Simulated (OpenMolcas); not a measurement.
# Run report: C$_{2}$H$_{6}$B, energy and gradient calculation (part 2 of 2)

Continued. System: C$_{2}$H$_{6}$B, multiplicity 2, SMILES B[CH]C. Method: HF/6-31++G**, UHF, PCM solvent dimethylsulfoxide (OpenMolcas 26.06). The geometry comes from this level: GFN2-xTB.

Geometry of the input (Å):
```
B  -0.7861  0.7376  -1.0439
C  0.2121  0.4954  0.0621
C  0.4608  -0.7998  0.7287
H  -1.3141  -0.1708  -1.5668
H  -1.0341  1.8322  -1.3813
H  0.8318  1.2989  0.4483
H  -0.1682  -1.5897  0.3267
H  1.5110  -1.0870  0.6204
H  0.2867  -0.7168  1.8058
```

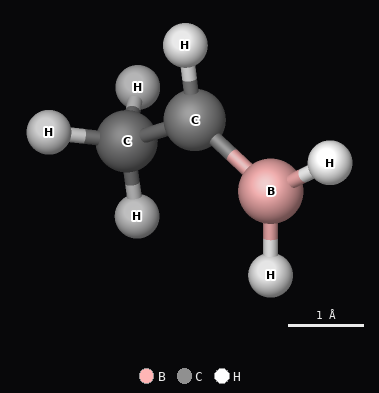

*The input geometry (ball-and-stick view, seen at a tilt).*

What the program printed, continued:
```
::    Total SCF energy                               -103.8750121578
      One-electron energy                            -159.8976891706
      Two-electron energy                              44.6319453432
      Nuclear repulsion energy                         11.3907316696
      Kinetic energy (interpolated)                   104.0255591884
      Virial theorem                                    0.9985527881
      Total spin, S(S+1)                                0.7576936934
      Total spin, S                                     0.5038394759
      Max non-diagonal density matrix element           0.0000048424
      Max non-diagonal Fock matrix element              0.0000006540

      All orbitals with orbital energies smaller than  E(LUMO)+0.5 are printed

++    Molecular orbitals:
      -------------------

      Title: UHF orbitals (alpha)

      Molecular orbitals for symmetry species 1: a

          Orbital            1         2         3         4         5         6         7         8         9        10
          Energy          -11.2313  -11.2151   -7.5698   -1.0396   -0.8481   -0.6772   -0.5940   -0.5759   -0.5335   -0.4769
          Occ. No.          1.0000    1.0000    1.0000    1.0000    1.0000    1.0000    1.0000    1.0000    1.0000    1.0000

          Orbital           11        12        13        14        15        16        17        18        19        20
          Energy           -0.4598   -0.3572    0.0503    0.0653    0.0667    0.0774    0.0920    0.0971    0.0987    0.1067
          Occ. No.          1.0000    1.0000    0.0000    0.0000    0.0000    0.0000    0.0000    0.0000    0.0000    0.0000

          Orbital           21        22        23        24        25        26        27        28        29        30
          Energy            0.1390    0.1531    0.1694    0.1824    0.1946    0.2077    0.2142    0.2245    0.2346    0.2433
          Occ. No.          0.0000    0.0000    0.0000    0.0000    0.0000    0.0000    0.0000    0.0000    0.0000    0.0000

          Orbital           31        32        33        34        35        36        37        38
          Energy            0.2687    0.3539    0.3678    0.3863    0.3966    0.4383    0.4609    0.4881
          Occ. No.          0.0000    0.0000    0.0000    0.0000    0.0000    0.0000    0.0000    0.0000

--

      All orbitals with orbital energies smaller than  E(LUMO)+0.5 are printed

++    Molecular orbitals:
      -------------------

      Title: UHF orbitals (beta)

      Molecular orbitals for symmetry species 1: a

          Orbital            1         2         3         4         5         6         7         8         9        10
          Energy          -11.2174  -11.2141   -7.5687   -1.0070   -0.8025   -0.6645   -0.5839   -0.5466   -0.5280   -0.4648
          Occ. No.          1.0000    1.0000    1.0000    1.0000    1.0000    1.0000    1.0000    1.0000    1.0000    1.0000

          Orbital           11        12        13        14        15        16        17        18        19        20
          Energy           -0.4579    0.0346    0.0511    0.0665    0.0777    0.0820    0.0972    0.0997    0.1072    0.1092
          Occ. No.          1.0000    0.0000    0.0000    0.0000    0.0000    0.0000    0.0000    0.0000    0.0000    0.0000

          Orbital           21        22        23        24        25        26        27        28        29        30
          Energy            0.1403    0.1536    0.1774    0.1908    0.2084    0.2202    0.2281    0.2350    0.2456    0.2693
          Occ. No.          0.0000    0.0000    0.0000    0.0000    0.0000    0.0000    0.0000    0.0000    0.0000    0.0000

          Orbital           31        32        33        34        35        36        37        38
          Energy            0.2794    0.3572    0.3816    0.3932    0.4029    0.4573    0.4694    0.4920
          Occ. No.          0.0000    0.0000    0.0000    0.0000    0.0000    0.0000    0.0000    0.0000

--

++    Molecular charges:
      ------------------

      Mulliken charges per centre and basis function type
      ---------------------------------------------------

                            B1                      C2                      C3                      H4                      H5                      H6
                     alpha        beta       alpha        beta       alpha        beta       alpha        beta       alpha        beta       alpha        beta
      1s           1.4806      1.5096      1.7019      1.4551      1.6056      1.6995      0.5211      0.5328      0.5114      0.5254      0.3691      0.4521
      2px          0.2488      0.1826      0.7065      0.2890      0.5163      0.5497      0.0008      0.0008      0.0004      0.0003      0.0029      0.0018
      2pz          0.2663      0.2208      0.6853      0.2945      0.5021      0.5467      0.0009      0.0007      0.0005      0.0005      0.0019      0.0011
      2py          0.4432      0.4326      0.5416      0.4655      0.4650      0.5221      0.0020      0.0020      0.0028      0.0028      0.0032      0.0031
      3d2+         0.0067      0.0052      0.0030      0.0030      0.0052      0.0050      0.0000      0.0000      0.0000      0.0000      0.0000      0.0000
      3d1+         0.0038      0.0059      0.0006      0.0032      0.0014      0.0012      0.0000      0.0000      0.0000      0.0000      0.0000      0.0000
      3d0          0.0072      0.0020      0.0026      0.0017      0.0080      0.0048      0.0000      0.0000      0.0000      0.0000      0.0000      0.0000
      3d1-         0.0050      0.0051      0.0043      0.0046      0.0042      0.0036      0.0000      0.0000      0.0000      0.0000      0.0000      0.0000
      3d2-         0.0047      0.0041      0.0044      0.0046      0.0055      0.0038      0.0000      0.0000      0.0000      0.0000      0.0000      0.0000
      Total        2.4664      2.3678      3.6503      2.5211      3.1133      3.3366      0.5247      0.5362      0.5151      0.5289      0.3771      0.4582
      Total              4.8342                  6.1715                  6.4499                  1.0610                  1.0440                  0.8353

      Charge            0.1658                 -0.1715                 -0.4499                 -0.0610                 -0.0440                  0.1647

                            H7                      H8                      H9
                     alpha        beta       alpha        beta       alpha        beta
      1s           0.4354      0.4257      0.4512      0.4012      0.4474      0.4048
      2px          0.0021      0.0022      0.0042      0.0043      0.0010      0.0011
      2pz          0.0014      0.0014      0.0010      0.0011      0.0044      0.0045
      2py          0.0028      0.0029      0.0011      0.0012      0.0009      0.0009
      3d2+         0.0000      0.0000      0.0000      0.0000      0.0000      0.0000
      3d1+         0.0000      0.0000      0.0000      0.0000      0.0000      0.0000
      3d0          0.0000      0.0000      0.0000      0.0000      0.0000      0.0000
      3d1-         0.0000      0.0000      0.0000      0.0000      0.0000      0.0000
      3d2-         0.0000      0.0000      0.0000      0.0000      0.0000      0.0000
      Total        0.4417      0.4322      0.4575      0.4077      0.4537      0.4114
      Total              0.8738                  0.8652                  0.8651

      Charge            0.1262                  0.1348                  0.1349

      Total electronic charge=   23.000000

      Total            charge=   -0.000000
--

++    Molecular orbitals:
      -------------------

      Title: Natural orbitals

      Molecular orbitals for symmetry species 1: a

          Orbital            1         2         3         4         5         6         7         8         9        10
          Energy          -11.1817  -11.2147   -7.5764   -0.7703   -0.7087   -0.4967   -0.6112   -0.5755   -0.5584   -0.5576
          Occ. No.          2.0000    2.0000    2.0000    2.0000    1.9999    1.9999    1.9999    1.9997    1.9995    1.9993

          Orbital           11        12        13        14        15        16        17        18        19        20
          Energy           -0.8798   -0.1342    0.7663    0.4604    0.6018    0.8133    0.5524    0.4060    0.7610    0.7751
          Occ. No.          1.9979    1.0000    0.0021    0.0007    0.0005    0.0003    0.0001    0.0001    0.0001    0.0000

          Orbital           21        22        23        24        25        26        27        28        29        30
          Energy            1.8704    1.5201    2.0704    0.0807    0.1025    0.0942    0.0977    0.1323    0.1382    0.1306
          Occ. No.          0.0000    0.0000    0.0000    0.0000    0.0000    0.0000    0.0000    0.0000    0.0000    0.0000

          Orbital           31        32        33        34        35        36        37        38        39        40
          Energy            0.1324    0.1710    0.1709    0.1849    0.2380    0.2641    0.4958    0.2989    0.2964    0.3225
          Occ. No.          0.0000    0.0000    0.0000    0.0000    0.0000    0.0000    0.0000    0.0000    0.0000    0.0000

          Orbital           41        42        43        44        45        46        47        48        49        50
          Energy            0.3499    0.8637    2.0755    0.9991    0.8056    1.1436    0.8892    1.1545    0.9900    1.4120
          Occ. No.          0.0000    0.0000    0.0000    0.0000    0.0000    0.0000    0.0000    0.0000    0.0000    0.0000

          Orbital           51        52        53        54        55        56        57        58        59        60
          Energy            1.3716    2.4344    1.8020    1.0274    2.3154    0.9485    1.6413    2.8323    2.6157    2.2539
          Occ. No.          0.0000    0.0000    0.0000    0.0000    0.0000    0.0000    0.0000    0.0000    0.0000    0.0000

          Orbital           61        62        63        64        65        66        67        68        69        70
          Energy            0.9514    2.8959    3.1586    0.8657    1.9531    2.5906    2.3936    2.8842    2.6098    3.4908
          Occ. No.          0.0000    0.0000    0.0000    0.0000    0.0000    0.0000    0.0000    0.0000    0.0000    0.0000

          Orbital           71        72        73        74        75        76        77        78        79        80
          Energy            2.4419    3.2489    3.0015    2.4453    3.8097    3.8152    3.7162    2.7395    2.3062    2.3491
          Occ. No.          0.0000    0.0000    0.0000    0.0000    0.0000    0.0000    0.0000    0.0000    0.0000    0.0000

          Orbital           81
          Energy            3.4851
          Occ. No.          0.0000

--

++    Molecular properties:
      ---------------------

      Charge (e):
                      =   -0.0000
      Dipole Moment (debye):
      Origin of the operator (angstrom)=   -0.0114    0.0982   -0.0426
                   X=  9.8055E-01               Y= -3.3244E-01               Z=  1.1228E+00           Total=  1.5273E+00
      Quadrupole Moment (debye*angstrom):
      Origin of the operator (angstrom)=   -0.0114    0.0982   -0.0426
                  XX= -2.1297E+01              XY=  6.7818E-01              XZ= -1.0427E+00              YY= -2.2084E+01
                  YZ=  6.7344E-01              ZZ= -2.1899E+01
      In traceless form (debye*angstrom)
                  XX=  6.9464E-01              XY=  1.0173E+00              XZ= -1.5640E+00              YY= -4.8597E-01
                  YZ=  1.0102E+00              ZZ= -2.0868E-01
--

--- Stop Module: scf /rc=_RC_ALL_IS_WELL_ ---
--- Module scf spent 4 seconds ---

--- Start Module: alaska ---

                                              &ALASKA

                       available to each process: 1.9 GB of memory, 1 thread

--- Stop Module: alaska /rc=_RC_INVOKED_OTHER_MODULE_ ---

--- Start Module: numerical_gradient ---

                                        &NUMERICAL_GRADIENT

                       available to each process: 1.9 GB of memory, 1 thread

 Root to use:                     1
 Number of internal degrees                               21
 Number of constraints                                     0
 Number of displacements                                  42
 Effective number of displacements                        42
 Relative displacements                   1.0000000000000000E-002

   * Point #   1 of   42 done.
    (Perturbation    1)
   * Point #   2 of   42 done.
    (Perturbation    2)
   * Point #   3 of   42 done.
    (Perturbation    3)
   * Point #   4 of   42 done.
    (Perturbation    4)
   * Point #   5 of   42 done.
    (Perturbation    5)
   * Point #   6 of   42 done.
    (Perturbation    6)
   * Point #   7 of   42 done.
    (Perturbation    7)
   * Point #   8 of   42 done.
    (Perturbation    8)
   * Point #   9 of   42 done.
    (Perturbation    9)
   * Point #  10 of   42 done.
    (Perturbation   10)
   * Point #  11 of   42 done.
    (Perturbation   11)
   * Point #  12 of   42 done.
    (Perturbation   12)
   * Point #  13 of   42 done.
    (Perturbation   13)
   * Point #  14 of   42 done.
    (Perturbation   14)
   * Point #  15 of   42 done.
    (Perturbation   15)
   * Point #  16 of   42 done.
    (Perturbation   16)
   * Point #  17 of   42 done.
    (Perturbation   17)
   * Point #  18 of   42 done.
    (Perturbation   18)
   * Point #  19 of   42 done.
    (Perturbation   19)
   * Point #  20 of   42 done.
    (Perturbation   20)
   * Point #  21 of   42 done.
    (Perturbation   21)
   * Point #  22 of   42 done.
    (Perturbation   22)
   * Point #  23 of   42 done.
    (Perturbation   23)
   * Point #  24 of   42 done.
    (Perturbation   24)
   * Point #  25 of   42 done.
    (Perturbation   25)
   * Point #  26 of   42 done.
    (Perturbation   26)
   * Point #  27 of   42 done.
    (Perturbation   27)
   * Point #  28 of   42 done.
    (Perturbation   28)
   * Point #  29 of   42 done.
    (Perturbation   29)
   * Point #  30 of   42 done.
    (Perturbation   30)
   * Point #  31 of   42 done.
    (Perturbation   31)
   * Point #  32 of   42 done.
    (Perturbation   32)
   * Point #  33 of   42 done.
    (Perturbation   33)
   * Point #  34 of   42 done.
    (Perturbation   34)
   * Point #  35 of   42 done.
    (Perturbation   35)
   * Point #  36 of   42 done.
    (Perturbation   36)
   * Point #  37 of   42 done.
    (Perturbation   37)
   * Point #  38 of   42 done.
    (Perturbation   38)
   * Point #  39 of   42 done.
    (Perturbation   39)
   * Point #  40 of   42 done.
    (Perturbation   40)
   * Point #  41 of   42 done.
    (Perturbation   41)
   * Point #  42 of   42 done.
    (Perturbation   42)

 Numerical gradient, root     1
  ---------------------------------------------
                 X           Y           Z
  ---------------------------------------------
  B1          -0.001205   -0.000004   -0.001612
  C2          -0.007238   -0.008941   -0.005501
  C3          -0.004731    0.012014   -0.006856
  H4           0.007176    0.009110    0.005644
  H5           0.002652   -0.012937    0.006122
  H6           0.001829   -0.002546    0.001083
  H7          -0.002094    0.000690   -0.002162
  H8           0.002821    0.001185    0.000300
  H9           0.000789    0.001430    0.002982
  ---------------------------------------------
--- Stop Module: numerical_gradient /rc=_RC_ALL_IS_WELL_ ---
--- Module numerical_gradient spent 2 minutes 45 seconds ---

.##################.
.# Happy landing! #.
.##################.

    Timing: Wall=171.88 User=164.56 System=7.25
```

Summary:

| quantity | value |
| --- | --- |
| outcome | converged |
| total energy | −103.875012 hartree |
| basis functions | 90 |
| largest force | 0.752 eV/Å |
| ⟨S²⟩ | 0.758 |
| dipole moment | 1.53 debye |
| hardware | 1 thread of Intel Xeon (Granite Rapids), 64 GiB of memory available, shared host |
| wall time | 2.9 min |
| peak memory | 0.24 GiB |

Settings chosen away from the usual ones: solver set to NoDamp (from default); fit set to CD medium (from default).
